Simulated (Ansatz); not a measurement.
# B2PLYP/aug-cc-pVDZ run of BClF2 (chlorodifluoroborane)

What is the electronic atomisation energy of BClF2 (chlorodifluoroborane) at B2PLYP/aug-cc-pVDZ? 

The results are computed with Ansatz 0.2.0.

57 further runs of the same task are left out: 57 set aside as unsound or not needed.

### 1 Starting point

BClF2: 4 atoms, total charge 0, spin state singlet. As SMILES, `FB(F)Cl`. The coordinates come from a PBE0-D4/def2-TZVP relaxation.

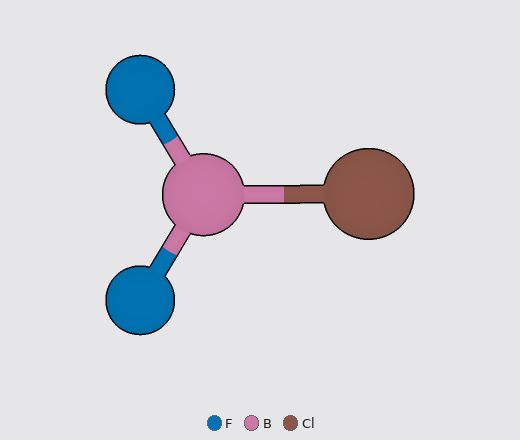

Viewed from a chosen angle; fluorine blue, boron pink, chlorine brown.

### 2 A single-point energy at B2PLYP/aug-cc-pVDZ

Contents of job.yaml:

```yaml
crystal:
  periodic: [false, false, false]
  atoms:
    - {symbol: F, position_ang: [-0.173700, -1.254300, -0.546300]}
    - {symbol: B, position_ang: [-0.067100, -0.041300, -0.062000]}
    - {symbol: F, position_ang: [-1.011600, 0.830100, -0.317700]}
    - {symbol: Cl, position_ang: [1.307900, 0.405300, 0.905700]}
basis:
  gaussian:
    orbitals: aug-cc-pVDZ
hamiltonian:
  xc: {name: B2PLYP}
correlation:
  frozen_orbitals: {B: 1, Cl: 5, F: 1}
accuracy: high
output: {orbitals: {seedname: orbitals}}
```

Started as:

```sh
$ ansatz run job.yaml --threads 1 --pin off --max-ram 3480MiB --events-out events.jsonl --progress --plain --runs-dir runs
```

What it wrote:

```text
Warning: RAYON_NUM_THREADS=1 ignored (pool sized by the plan → 1); use --threads N
Functional definition: B2PLYP
  name "B2PLYP"
  parameter a = 0.53
  parameter c = 0.27
  exchange = (1 - a)*b88_x + a*exact_x
  correlation = (1 - c)*lyp_c + c*(mp2_os + mp2_ss)
1877 factors; integrals over basis functions are off by at most 2.9e-9 eV
mean field evaluation 1: about -18621.9502 eV, gradient 3.5e1 eV
mean field evaluation 2: about -18622.1348 eV, gradient 3.6e1 eV
mean field evaluation 4: about -18624.0939 eV, gradient 1.4e0 eV
mean field evaluation 8: about -18624.1074 eV, gradient 3.1e-2 eV
mean field evaluation 16: about -18624.1074 eV, gradient 6.8e-6 eV
mean field -18624.10740698 eV, -684.4233233329 hartree, gradient 4.5e-8 eV, S^2 0.000000; 0 other end points of the search recorded, 0 dependent functions left out
8 core orbitals not correlated: weight in the atoms' cores, before any rotation towards them, 1.000 or more for the frozen orbitals, at most 0.000 for the correlated occupied ones
reference -18624.10743117 eV, -684.4233242222 hartree; 12, 12 occupied and 76, 76 virtual orbitals, 1877 factors
second order -20.56673776 eV of doubles, -0.00000000 eV of singles
Total energy: -18629.66045037 eV, -684.6273939137 hartree
```

Wall time 9.9 s (1 thread of Arm Neoverse V1, shared host); peak memory 0.29 GiB.

### 3 The B atom at the same level

Contents of input.yaml:

```yaml
crystal:
  periodic: [false, false, false]
  atoms:
    - {symbol: B, position_ang: [0.000000, 0.000000, 0.000000]}
basis:
  gaussian:
    orbitals: aug-cc-pVDZ
magnetization:
  spin_polarized: true
  initial_magnetization: 1
hamiltonian:
  xc: {name: B2PLYP}
correlation:
  frozen_orbitals: {B: 1}
accuracy: high
```

Run the same way, it converges to -24.63149 Eh (log not shown).

### 4 The Cl atom

Contents of run.yaml:

```yaml
crystal:
  periodic: [false, false, false]
  atoms:
    - {symbol: Cl, position_ang: [0.000000, 0.000000, 0.000000]}
basis:
  gaussian: {orbitals: aug-cc-pVDZ}
magnetization: {spin_polarized: true, initial_magnetization: 1}
hamiltonian: {xc: {name: B2PLYP}}
correlation: {frozen_orbitals: {Cl: 5}}
accuracy: high
```

Started as:

```sh
$ ansatz run run.yaml --threads 1 --pin off --max-ram 3480MiB --events-out events.jsonl --progress --plain --runs-dir runs
```

What it wrote, shortened:

```text
Warning: RAYON_NUM_THREADS=1 ignored (pool sized by the plan → 1); use --threads N
Functional definition: B2PLYP
  name "B2PLYP"
[...]
231 factors; integrals over basis functions are off by at most 3.0e-9 eV
[...]
mean field -12516.31558539 eV, -459.9661138998 hartree, gradient 1.4e-8 eV, S^2 0.753854; 0 other end points of the search recorded, 0 dependent functions left out
5 core orbitals not correlated: weight in the atoms' cores, before any rotation towards them, 1.000 or more for the frozen orbitals, at most 0.000 for the correlated occupied ones
reference -12516.31560107 eV, -459.9661144760 hartree; 4, 3 occupied and 18, 19 virtual orbitals, 231 factors
second order -3.96833575 eV of doubles, -0.00000000 eV of singles
Total energy: -12517.38705173 eV, -460.0054895612 hartree
```

Run time: 0.97 s. Hardware: 1 thread of Arm Neoverse V1, shared host; peak memory 0.089 GiB.

### 5 The F atom

Contents of in.yaml:

```yaml
crystal:
  periodic: [false, false, false]
  atoms:
    - {symbol: F, position_ang: [0.000000, 0.000000, 0.000000]}
basis:
  gaussian:
    orbitals: aug-cc-pVDZ
accuracy: high
correlation:
  frozen_orbitals: {F: 1}
hamiltonian:
  xc: {name: B2PLYP}
magnetization:
  spin_polarized: true
  initial_magnetization: 1
```

Run the same way, it converges to -99.67564 Eh (log not shown).

### 6 Outcome

Level: B2PLYP/aug-cc-pVDZ, 8 core orbitals frozen.

```
                                     quantity          value
                       molecule: total energy  -684.62739 Eh
  molecule: HOMO energy (SCF part's orbitals)      -11.27 eV
  molecule: LUMO energy (SCF part's orbitals)        0.36 eV
molecule: HOMO–LUMO gap (SCF part's orbitals)       11.63 eV
                         B atom: total energy   -24.63149 Eh
                                 B atom: ⟨S²⟩          0.756
                        Cl atom: total energy  -460.00549 Eh
                                Cl atom: ⟨S²⟩          0.754
                         F atom: total energy   -99.67564 Eh
                                 F atom: ⟨S²⟩          0.752
                electronic atomisation energy      17.392 eV
```

**Reading.** Taking the molecule apart into free atoms costs 17.39 eV (1678 kJ/mol), before zero-point energy and without spin-orbit coupling.
